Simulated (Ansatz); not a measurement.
C2H2···AsH3 (SMILES C#C.[AsH3])

The calculation's input:

```
crystal:
  periodic: [false, false, false]
  atoms:
    - {symbol: C, position_ang: [-0.228601, 0.268182, -2.031690]}
    - {symbol: C, position_ang: [0.726018, -0.408030, -1.776309]}
    - {symbol: H, position_ang: [-1.077703, 0.869393, -2.258601]}
    - {symbol: H, position_ang: [1.574346, -1.009429, -1.546431]}
    - {symbol: As, position_ang: [0.256165, -0.273300, 1.744288]}
    - {symbol: H, position_ang: [-0.187632, -0.040143, 3.183531]}
    - {symbol: H, position_ang: [0.095012, 1.195667, 1.390505]}
    - {symbol: H, position_ang: [-1.157606, -0.602439, 1.294706]}
basis:
  gaussian: {orbitals: "def2-TZVPPD.json"}
hamiltonian: {xc: pbe0, dispersion: d4}
output: {orbitals: {seedname: orbitals}}
```

Run with:

```sh
ansatz run in.yaml --threads 4 --pin off --events-out ev --progress --plain --max-ram 9574MiB
```

Geometry: PBE0-D4/def2-TZVP.

Method: Ansatz 0.2.0, RKS PBE0-D4/def2-TZVPPD.

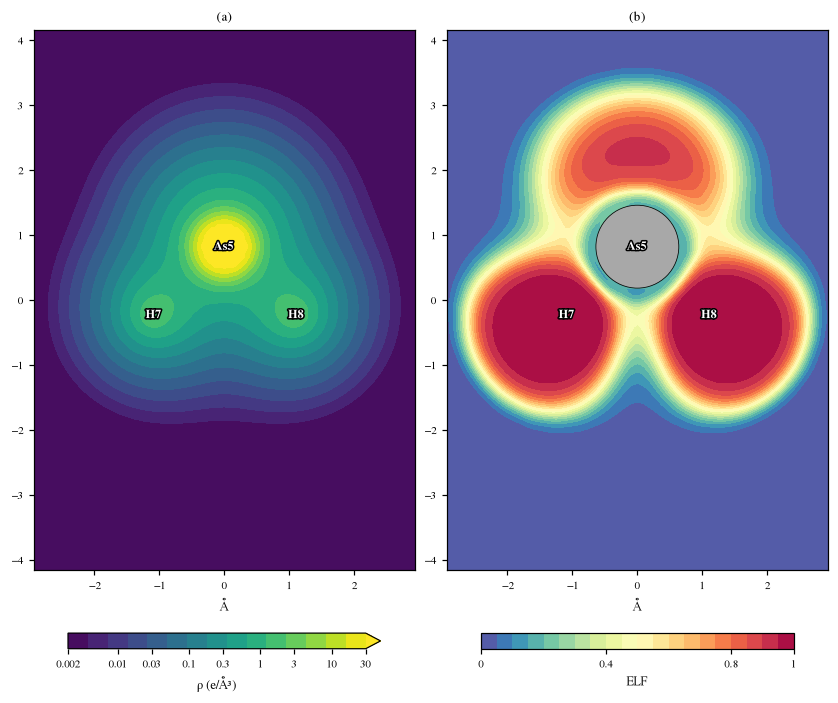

Figure 1. (a) total electron density; (b) electron localisation function on the plane of atoms H7, As5 and H8. Grey discs cover the atomic cores in the ELF map.

What does the map show?

Answer.
- The plane passes through As and H nuclei.
- As–H (1.52 Å): the density is about 1.2 e/Å³ at the midpoint; the ELF climbs to about 1 towards the hydrogen, as it does in any bond to H.
- The ELF also peaks beside As5, away from the bonds: lone-pair regions.

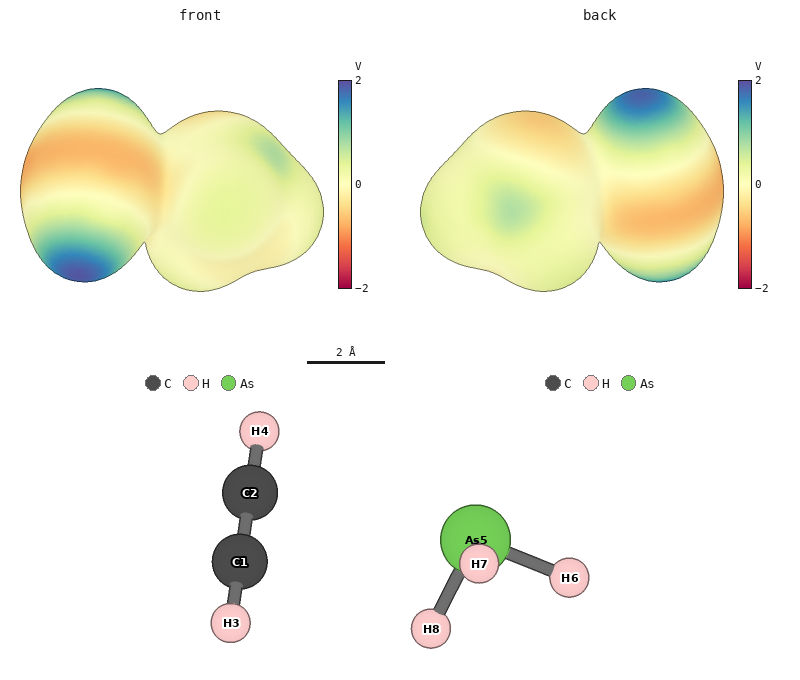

Figure 2. The electrostatic potential painted on the density surface at 0.002 e/bohr³, seen from the front and from behind; red is negative and blue positive. The bare structure is drawn below in the same view.

Where is the surface potential most negative and most positive?

Answer. The most negative region (about −0.8 V, or −18 kcal/mol for a unit charge) lies over C1 and C2, the most positive (about +1.8 V, or +42 kcal/mol for a unit charge) over H3 and H4.

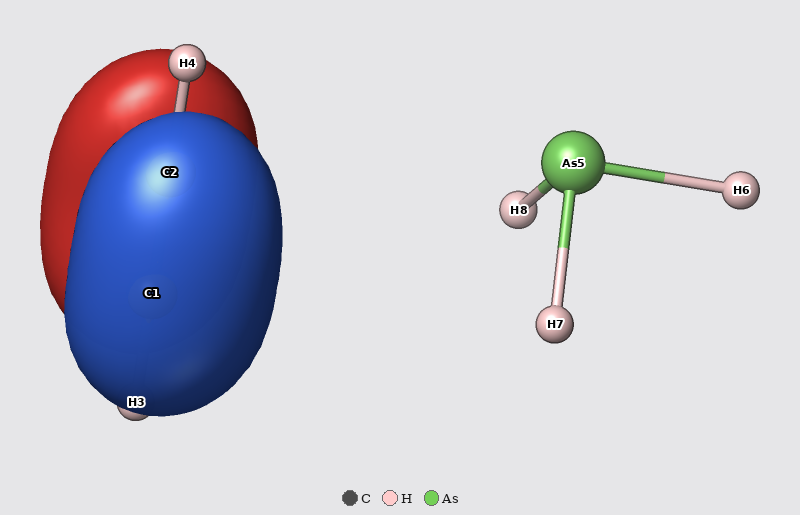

Figure 3. The HOMO−1 at ±0.15 Å⁻³ᐟ² (red and blue are the two phases), seen at a tilt.

Describe this orbital and give its energy.

Answer. By Hirshfeld shares it lies mainly on C1 (about 45 %) and C2 (about 45 %); π-bonding across C1–C2. Its energy is −8.52 eV.
